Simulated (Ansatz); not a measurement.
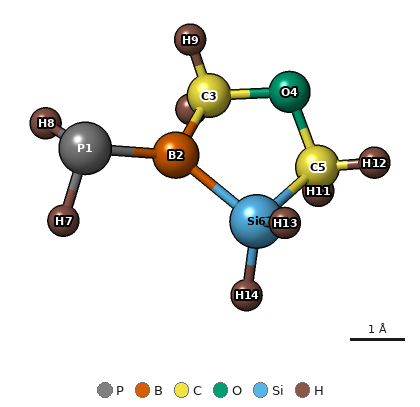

The input geometry (ball-and-stick view, seen at a tilt; atoms are numbered from 1 in the order of the input).

Run report: C2H8BOPSi, nudged elastic band

- system: C2H8BOPSi
- method: RKS B3LYP-D4/STO-3G (Ansatz 0.2.0)

It belongs to a series of runs on one base structure; here: band between the two ends. Figures and captions count atoms from 1; the log counts them from 0 in places.

**Output**
```
Engine: ansatz 0.2.0, x86_64-unknown-linux-gnu
Functional definition: B3LYP
  parameter a0 = 0.2
  parameter ax = 0.72
  parameter ac = 0.81
  exchange = (1 - a0 - ax)*slater_x + ax*b88_x + a0*exact_x
  correlation = (1 - ac)*vwn_rpa_c + ac*lyp_c
657 factors; integrals over basis functions are off by at most 2.5e-5 eV
mean field evaluation 1: about -21834.3997 eV, gradient 1.8e1 eV
mean field evaluation 2: about -21834.3420 eV, gradient 1.9e1 eV
mean field evaluation 4: about -21835.5120 eV, gradient 7.2e-1 eV
mean field evaluation 8: about -21835.4526 eV, gradient 1.5e-2 eV
mean field -21835.45261873 eV, -802.4380831371 hartree, gradient 2.0e-5 eV, S^2 0.000000; 0 other end points of the search recorded, 0 dependent functions left out
the calculation of the forces begins
reference -21835.45283291 eV, -802.4380910078 hartree; 31, 31 occupied and 15, 15 virtual orbitals, 657 factors
657 factors; integrals over basis functions are off by at most 2.2e-5 eV
mean field evaluation 16: about -21834.3957 eV, gradient 1.8e1 eV
mean field -21835.44652417 eV, -802.4378591661 hartree, gradient 2.4e-5 eV, S^2 0.000000; 0 other end points of the search recorded, 0 dependent functions left out
[... from here on the field's lines of each further geometry are left out, up to the last ...]
NEB iter   1: max|band force component| = 2.999e0 eV/Å  barrier→ = 0.8870 eV  barrier← = 0.8805 eV  Δτ_max = 0.1714 Å  (258 SCF iters)
NEB iter   2: max|band force component| = 1.212e0 eV/Å  barrier→ = 0.5811 eV  barrier← = 0.5746 eV  Δτ_max = 0.0678 Å  (240 SCF iters)
NEB iter   3: max|band force component| = 4.115e-1 eV/Å  barrier→ = 0.5355 eV  barrier← = 0.5290 eV  CI = image 5  Δτ_max = 0.0372 Å  (247 SCF iters)
NEB iter   4: max|band force component| = 2.311e-1 eV/Å  barrier→ = 0.5387 eV  barrier← = 0.5322 eV  CI = image 5  Δτ_max = 0.0110 Å  (245 SCF iters)
the calculation of the forces begins
reference -21835.44342599 eV, -802.4377453102 hartree; 31, 31 occupied and 15, 15 virtual orbitals, 657 factors
657 factors; integrals over basis functions are off by at most 1.5e-5 eV
mean field evaluation 544: about -21834.9127 eV, gradient 3.9e-2 eV
mean field -21834.91271845 eV, -802.4182421677 hartree, gradient 1.5e-5 eV, S^2 0.000000; 1 other end points of the search recorded, 0 dependent functions left out
the calculation of the forces begins
reference -21834.91293321 eV, -802.4182500599 hartree; 31, 31 occupied and 15, 15 virtual orbitals, 657 factors
NEB iter   5: max|band force component| = 2.297e-2 eV/Å  barrier→ = 0.5384 eV  barrier← = 0.5319 eV  CI = image 5  Δτ_max = 0.0000 Å  (420 SCF iters)
```

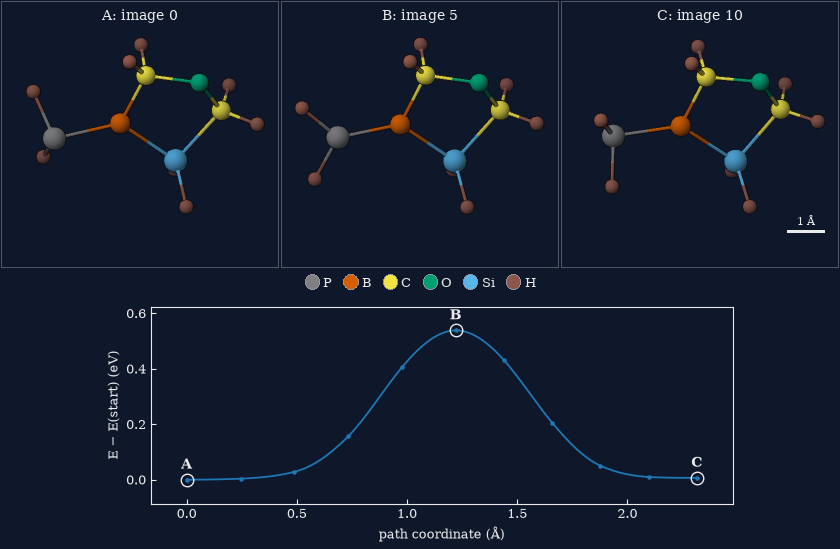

Images of the last band (counted from 0; ball-and-stick, seen at a tilt) above the energy along the path; the line is a cubic interpolation that uses the forces. The highest image is number 5, 0.538 eV above the start and 0.532 eV above the end (the climbing image); the end lies 0.006 eV above the start. The path is 2.31 Å long. The band converged in 5 iterations.

```
Total energy: -21835.51556200 eV, -802.4403962593 hartree
Atom 0 at    -0.573866    -2.462489     0.217332 Å, force     0.007985    -0.012373    -0.007719 eV/Å
Atom 1 at    -0.163375    -0.789114     0.038027 Å, force     0.003528     0.007998     0.004026 eV/Å
Atom 2 at     1.250652    -0.257839    -0.505766 Å, force     0.001603    -0.002231    -0.004634 eV/Å
Atom 3 at     1.138655     1.123284    -1.063075 Å, force    -0.005597    -0.000840     0.003569 eV/Å
Atom 4 at     0.301934     1.921859    -0.127786 Å, force     0.001273     0.002212    -0.007069 eV/Å
Atom 5 at    -1.165676     0.836322     0.417185 Å, force    -0.001399    -0.004826    -0.000914 eV/Å
Atom 6 at    -1.779527    -2.950640     0.693599 Å, force    -0.004597     0.011140     0.000110 eV/Å
Atom 7 at     0.232682    -3.546038    -0.095733 Å, force    -0.002931    -0.003545     0.000879 eV/Å
Atom 8 at     1.696370    -0.861236    -1.323379 Å, force     0.002451     0.001819     0.004909 eV/Å
Atom 9 at     1.998743    -0.266808     0.327392 Å, force    -0.003625     0.002421     0.002511 eV/Å
Atom 10 at     0.904269     2.243685     0.752061 Å, force    -0.000649    -0.000730     0.000164 eV/Å
Atom 11 at     0.026716     2.838341    -0.683058 Å, force     0.000176    -0.000717     0.000710 eV/Å
Atom 12 at    -2.329259     1.070367    -0.411391 Å, force    -0.002183    -0.000586     0.003613 eV/Å
Atom 13 at    -1.551419     1.071006     1.793393 Å, force     0.003965     0.000258    -0.000155 eV/Å
Dipole moment:    -0.262190    -0.615423     0.278246 e Å
this run last wrote the band of iteration 5 to [file]
```

**The last band as extended XYZ (Å, eV, eV/Å)**
```
14
Properties=species:S:1:pos:R:3:forces:R:3 image=0 energy=-21836.05376
P    -0.7842   -2.5877   -0.2238    0.0047   0.0116  -0.0010
B    -0.2411   -0.8260   -0.0948   -0.0025  -0.0137  -0.0095
C     1.1865   -0.3012   -0.5733    0.0043   0.0050   0.0113
O     1.1707    1.1254   -1.0133   -0.0034  -0.0021   0.0018
C     0.3274    1.8885   -0.0532   -0.0002   0.0079  -0.0059
Si   -1.1946    0.8227    0.3628    0.0039   0.0013   0.0090
H    -1.4737   -2.7106    0.9929    0.0006  -0.0012   0.0014
H     0.3890   -3.2336    0.1996   -0.0018  -0.0041   0.0035
H     1.6386   -0.8661   -1.4146   -0.0037   0.0028   0.0024
H     1.8938   -0.4258    0.2896   -0.0031   0.0011  -0.0093
H     0.9099    2.1288    0.8652   -0.0054  -0.0047  -0.0028
H     0.1020    2.8491   -0.5534    0.0063  -0.0029   0.0032
H    -2.3156    1.1443   -0.4943    0.0008  -0.0011  -0.0006
H    -1.6217    0.9628    1.7393   -0.0005   0.0001  -0.0036
14
Properties=species:S:1:pos:R:3:forces:R:3 image=1 energy=-21836.05006
P    -0.7970   -2.5714   -0.2691    0.0058  -0.0070   0.0081
B    -0.2239   -0.8285   -0.0642   -0.0022  -0.0080  -0.0064
C     1.2068   -0.2995   -0.5321   -0.0170  -0.0050  -0.0089
O     1.1643    1.1101   -1.0242    0.0054   0.0041   0.0024
C     0.3176    1.8958   -0.0853    0.0008   0.0040   0.0064
Si   -1.1774    0.8200    0.3978   -0.0011  -0.0013  -0.0205
H    -1.5205   -2.7391    0.9223    0.0141   0.0106   0.0026
H     0.3492   -3.2713    0.1423   -0.0003   0.0166   0.0091
H     1.6830   -0.8813   -1.3476   -0.0004   0.0009  -0.0034
H     1.9031   -0.3771    0.3444   -0.0073  -0.0085   0.0012
H     0.9080    2.1881    0.8123   -0.0009  -0.0059   0.0050
H     0.0651    2.8287   -0.6234    0.0041   0.0010   0.0047
H    -2.3291    1.1117   -0.4285   -0.0026   0.0112   0.0014
H    -1.5625    0.9845    1.7841    0.0016  -0.0128  -0.0017
14
Properties=species:S:1:pos:R:3:forces:R:3 image=2 energy=-21836.02531
P    -0.7919   -2.5446   -0.2746   -0.0435  -0.0496  -0.0857
B    -0.1879   -0.8294    0.0060   -0.0195  -0.0165  -0.0567
C     1.2315   -0.2875   -0.4976   -0.0255  -0.0389   0.0054
O     1.1434    1.1023   -1.0406    0.0059  -0.0035   0.0021
C     0.3082    1.9055   -0.1066   -0.0053  -0.0039   0.0142
Si   -1.1604    0.8209    0.4327    0.0016  -0.0124  -0.0107
H    -1.5892   -2.7988    0.8523    0.0918   0.0918   0.0294
H     0.2973   -3.3535    0.0890    0.0151   0.1212   0.0527
H     1.6988   -0.8837   -1.3077    0.0089  -0.0093   0.0050
H     1.9549   -0.3142    0.3588   -0.0395  -0.0299   0.0175
H     0.9128    2.2306    0.7699    0.0014  -0.0092   0.0068
H     0.0328    2.8199   -0.6654    0.0030  -0.0134   0.0047
H    -2.3195    1.0645   -0.3992   -0.0038   0.0073   0.0094
H    -1.5441    1.0390    1.8119    0.0094  -0.0339   0.0061
14
Properties=species:S:1:pos:R:3:forces:R:3 image=3 energy=-21835.89724
P    -0.7378   -2.5093   -0.1648   -0.2826  -0.1402  -0.6252
B    -0.1581   -0.8151    0.0645   -0.0008  -0.0660  -0.0013
C     1.2451   -0.2687   -0.4923   -0.0258  -0.0475   0.0288
O     1.1361    1.1131   -1.0516   -0.0119  -0.0255   0.0150
C     0.3050    1.9174   -0.1161   -0.0055  -0.0090   0.0165
Si   -1.1584    0.8304    0.4331    0.0124  -0.0247   0.0267
H    -1.6712   -2.8862    0.8077    0.2619   0.1813   0.1860
H     0.2675   -3.4641    0.0342    0.0488   0.2372   0.2480
H     1.6906   -0.8713   -1.3108   -0.0047  -0.0223   0.0323
H     1.9963   -0.2782    0.3390   -0.0200  -0.0228   0.0304
H     0.9111    2.2410    0.7601    0.0093   0.0011   0.0031
H     0.0292    2.8328   -0.6734   -0.0056  -0.0213   0.0043
H    -2.3169    1.0584   -0.4060    0.0218  -0.0357   0.0130
H    -1.5518    1.0705    1.8052    0.0028  -0.0045   0.0222
14
Properties=species:S:1:pos:R:3:forces:R:3 image=4 energy=-21835.64821
P    -0.6568   -2.4759    0.0158   -0.3150  -0.0409  -0.7958
B    -0.1543   -0.7963    0.0642    0.0368  -0.0404   0.1151
C     1.2500   -0.2601   -0.4988   -0.0009  -0.0139   0.0256
O     1.1382    1.1206   -1.0582   -0.0101  -0.0130   0.0117
C     0.3037    1.9212   -0.1228    0.0015  -0.0025   0.0024
Si   -1.1624    0.8352    0.4240    0.0084  -0.0143   0.0206
H    -1.7393   -2.9339    0.7563    0.1743   0.0719   0.2723
H     0.2533   -3.5260   -0.0320    0.0901   0.0800   0.2801
H     1.6929   -0.8642   -1.3177   -0.0114  -0.0122   0.0286
H     2.0019   -0.2689    0.3311    0.0111   0.0033   0.0132
H     0.9071    2.2425    0.7563    0.0050   0.0038   0.0010
H     0.0288    2.8378   -0.6781   -0.0032  -0.0083   0.0019
H    -2.3241    1.0660   -0.4094    0.0146  -0.0273   0.0086
H    -1.5521    1.0727    1.7980   -0.0011   0.0137   0.0146
14
Properties=species:S:1:pos:R:3:forces:R:3 image=5 energy=-21835.51535
P    -0.5739   -2.4625    0.2173    0.0080  -0.0124  -0.0077
B    -0.1634   -0.7891    0.0380    0.0035   0.0080   0.0040
C     1.2507   -0.2578   -0.5058    0.0016  -0.0022  -0.0046
O     1.1387    1.1233   -1.0631   -0.0056  -0.0008   0.0036
C     0.3019    1.9219   -0.1278    0.0013   0.0022  -0.0071
Si   -1.1657    0.8363    0.4172   -0.0014  -0.0048  -0.0009
H    -1.7795   -2.9506    0.6936   -0.0046   0.0111   0.0001
H     0.2327   -3.5460   -0.0957   -0.0029  -0.0035   0.0009
H     1.6964   -0.8612   -1.3234    0.0025   0.0018   0.0049
H     1.9987   -0.2668    0.3274   -0.0036   0.0024   0.0025
H     0.9043    2.2437    0.7521   -0.0006  -0.0007   0.0002
H     0.0267    2.8383   -0.6831    0.0002  -0.0007   0.0007
H    -2.3293    1.0704   -0.4114   -0.0022  -0.0006   0.0036
H    -1.5514    1.0710    1.7934    0.0040   0.0003  -0.0002
14
Properties=species:S:1:pos:R:3:forces:R:3 image=6 energy=-21835.62259
P    -0.5038   -2.4711    0.4005    0.2877  -0.0477   0.7438
B    -0.1730   -0.7967    0.0154   -0.0359  -0.0081  -0.1031
C     1.2454   -0.2596   -0.5122   -0.0068  -0.0107  -0.0320
O     1.1371    1.1226   -1.0671   -0.0078  -0.0005  -0.0027
C     0.2999    1.9210   -0.1320    0.0007  -0.0010  -0.0086
Si   -1.1671    0.8342    0.4112   -0.0153  -0.0047  -0.0198
H    -1.7909   -2.9379    0.6286   -0.0745   0.0562  -0.2900
H     0.2077   -3.5293   -0.1505   -0.1094   0.0543  -0.2525
H     1.6985   -0.8613   -1.3269    0.0084   0.0019  -0.0139
H     1.9890   -0.2693    0.3262   -0.0440  -0.0176  -0.0027
H     0.9020    2.2439    0.7477   -0.0038  -0.0074  -0.0025
H     0.0242    2.8371   -0.6875   -0.0008  -0.0018  -0.0004
H    -2.3321    1.0708   -0.4140   -0.0086   0.0123  -0.0044
H    -1.5499    1.0663    1.7892    0.0102  -0.0253  -0.0112
14
Properties=species:S:1:pos:R:3:forces:R:3 image=7 energy=-21835.84817
P    -0.4428   -2.4980    0.5729    0.2704  -0.1405   0.7729
B    -0.1768   -0.8135    0.0120   -0.0047  -0.0617  -0.0247
C     1.2362   -0.2640   -0.5192   -0.0489  -0.0317  -0.0459
O     1.1348    1.1200   -1.0705   -0.0063  -0.0179  -0.0055
C     0.2978    1.9184   -0.1356   -0.0081  -0.0115  -0.0100
Si   -1.1688    0.8296    0.4041   -0.0180  -0.0177  -0.0256
H    -1.7806   -2.9018    0.5555    0.0391   0.1737  -0.3495
H     0.1768   -3.4825   -0.2031   -0.1500   0.2180  -0.2550
H     1.6973   -0.8644   -1.3304   -0.0017  -0.0104  -0.0170
H     1.9744   -0.2767    0.3252   -0.0625  -0.0384  -0.0010
H     0.8996    2.2418    0.7443   -0.0055  -0.0154  -0.0051
H     0.0218    2.8348   -0.6908   -0.0039  -0.0093  -0.0002
H    -2.3340    1.0695   -0.4194   -0.0086   0.0029  -0.0165
H    -1.5489    1.0576    1.7838    0.0088  -0.0400  -0.0169
14
Properties=species:S:1:pos:R:3:forces:R:3 image=8 energy=-21836.00324
P    -0.3970   -2.5298    0.7044    0.0789  -0.0717   0.2330
B    -0.1665   -0.8286    0.0506    0.0299  -0.0213   0.0607
C     1.2245   -0.2756   -0.5220   -0.0368  -0.0349  -0.0140
O     1.1282    1.1081   -1.0737   -0.0054  -0.0333  -0.0052
C     0.2936    1.9093   -0.1392   -0.0146  -0.0170  -0.0068
Si   -1.1722    0.8207    0.4020   -0.0095  -0.0155   0.0029
H    -1.7497   -2.8289    0.4812    0.0638   0.1413  -0.1429
H     0.1547   -3.3921   -0.2562   -0.0509   0.1739  -0.0972
H     1.6803   -0.8809   -1.3328   -0.0225  -0.0235  -0.0010
H     1.9656   -0.2926    0.3205   -0.0136  -0.0267  -0.0005
H     0.8966    2.2327    0.7398   -0.0035  -0.0156  -0.0065
H     0.0179    2.8256   -0.6947   -0.0060  -0.0154  -0.0029
H    -2.3327    1.0529   -0.4306   -0.0014  -0.0306  -0.0143
H    -1.5563    1.0500    1.7795   -0.0083  -0.0098  -0.0054
14
Properties=species:S:1:pos:R:3:forces:R:3 image=9 energy=-21836.04396
P    -0.3816   -2.5537    0.7416    0.0025  -0.0092   0.0031
B    -0.1434   -0.8270    0.1268    0.0045  -0.0074   0.0081
C     1.2243   -0.2907   -0.4991   -0.0075  -0.0085   0.0090
O     1.1156    1.0818   -1.0749   -0.0035  -0.0116   0.0017
C     0.2857    1.8977   -0.1482   -0.0069  -0.0002  -0.0021
Si   -1.1708    0.8150    0.4268    0.0061  -0.0002   0.0134
H    -1.7315   -2.7532    0.4124    0.0116   0.0241  -0.0162
H     0.1500   -3.2922   -0.3281   -0.0042   0.0307  -0.0128
H     1.6460   -0.9179   -1.3119   -0.0060  -0.0077   0.0048
H     1.9925   -0.3006    0.3188    0.0084  -0.0009   0.0003
H     0.8948    2.2365    0.7205    0.0007   0.0015  -0.0052
H     0.0039    2.8028   -0.7181   -0.0035  -0.0043  -0.0043
H    -2.3244    0.9906   -0.4294    0.0021  -0.0175  -0.0008
H    -1.5741    1.0816    1.7915   -0.0042   0.0111   0.0008
14
Properties=species:S:1:pos:R:3:forces:R:3 image=10 energy=-21836.04727
P    -0.4469   -2.5949    0.6080   -0.0011   0.0087  -0.0055
B    -0.1462   -0.8339    0.1293   -0.0063  -0.0004   0.0000
C     1.2387   -0.2989   -0.4546    0.0073  -0.0075   0.0066
O     1.1442    1.0777   -1.0222    0.0004   0.0026  -0.0040
C     0.3064    1.8941   -0.1028   -0.0048  -0.0028   0.0034
Si   -1.1509    0.8130    0.4738    0.0068  -0.0029  -0.0039
H    -1.7932   -2.7103    0.2268    0.0037  -0.0007   0.0013
H     0.0840   -3.2439   -0.5187   -0.0014   0.0001   0.0022
H     1.6798   -0.9194   -1.2620   -0.0013  -0.0016  -0.0001
H     1.9856   -0.3179    0.3833    0.0019   0.0016  -0.0040
H     0.9117    2.2406    0.7653    0.0002   0.0006   0.0009
H     0.0232    2.7947   -0.6793   -0.0016   0.0000   0.0004
H    -2.3146    1.0044   -0.3650   -0.0008   0.0018  -0.0002
H    -1.5348    1.0654    1.8468   -0.0031   0.0004   0.0027
```

This output came from the following input.

**Input file**
```yaml
crystal:
  periodic: [false, false, false]
  atoms:
    - { symbol: P, position_ang: [-0.784236, -2.587731, -0.223769] }
    - { symbol: B, position_ang: [-0.241089, -0.825966, -0.09477] }
    - { symbol: C, position_ang: [1.186497, -0.301244, -0.57331] }
    - { symbol: O, position_ang: [1.17066, 1.125449, -1.013307] }
    - { symbol: C, position_ang: [0.327443, 1.888467, -0.05317] }
    - { symbol: Si, position_ang: [-1.194588, 0.822719, 0.362756] }
    - { symbol: H, position_ang: [-1.473747, -2.710637, 0.992919] }
    - { symbol: H, position_ang: [0.38904, -3.233614, 0.199631] }
    - { symbol: H, position_ang: [1.638558, -0.866089, -1.414595] }
    - { symbol: H, position_ang: [1.893773, -0.42575, 0.289582] }
    - { symbol: H, position_ang: [0.909893, 2.128839, 0.865183] }
    - { symbol: H, position_ang: [0.102021, 2.849087, -0.553411] }
    - { symbol: H, position_ang: [-2.31564, 1.144325, -0.494255] }
    - { symbol: H, position_ang: [-1.621685, 0.962845, 1.739315] }
basis:
  gaussian: { orbitals: STO-3G }
hamiltonian:
  xc: b3lyp
  dispersion: d4
neb:
  order_check: false
  images: 9
  f_tol: 0.05
  max_iterations: 44
  initial_path: idpp
  final_atoms:
    - { symbol: P, position_ang: [-0.42624933, -2.5857187, 0.65984942] }
    - { symbol: B, position_ang: [-0.1400466, -0.83219694, 0.14593214] }
    - { symbol: C, position_ang: [1.23716268, -0.29991179, -0.45820813] }
    - { symbol: O, position_ang: [1.12984483, 1.06518674, -1.0508416] }
    - { symbol: C, position_ang: [0.29379048, 1.89364642, -0.14069909] }
    - { symbol: Si, position_ang: [-1.15248008, 0.81465734, 0.46703909] }
    - { symbol: H, position_ang: [-1.77452176, -2.71645892, 0.29106439] }
    - { symbol: H, position_ang: [0.10039929, -3.2525064, -0.45835339] }
    - { symbol: H, position_ang: [1.67608166, -0.93276452, -1.25708771] }
    - { symbol: H, position_ang: [1.99025771, -0.29856471, 0.37427848] }
    - { symbol: H, position_ang: [0.90327576, 2.26013778, 0.71621335] }
    - { symbol: H, position_ang: [0.00072553, 2.78148823, -0.73180555] }
    - { symbol: H, position_ang: [-2.32350564, 0.98315936, -0.36646443] }
    - { symbol: H, position_ang: [-1.52783454, 1.0905461, 1.83788204] }
```

Launched with:
```bash
ansatz run input.yaml --threads 1 --pin off --max-ram 2048MiB --backend cpu --events-out ev --progress --plain --runs-dir out
```

**Key numbers**

| quantity | value |
| --- | --- |
| outcome | converged |
| barrier, forward | 0.538 eV |
| barrier, backward | 0.532 eV |
| hardware | 1 thread of Intel Xeon (Granite Rapids), 10 GiB of memory available, shared host |
| wall time | 1.8 min |
| peak memory | 0.15 GiB |

**Remarks**

The order of the saddle point was not checked.
